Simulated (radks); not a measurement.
The neodymium ion Nd³⁺; electrons: [Xe] 4f3 (4f5/2: 3). Theory: Dirac Kohn-Sham, PBEsol, spin-unpolarised, spherical densities, point nucleus (computed with the in-house radial solver radks).

Wanted: the number of electrons inside radius r (solid) and the radial density 4πr²ρ (dashed).

The count levels off at 57 electrons. Half of them lie within 0.394 bohr, 90 % within 1.40 bohr and 99 % within 2.48 bohr. The radial density has minima at 0.0319, 0.135 and 0.410 bohr, where the count stands at 2.0, 11.2 and 29.1; these part the shells that the density resolves.

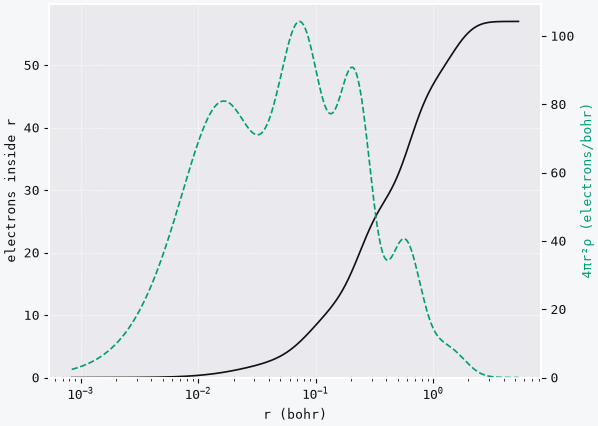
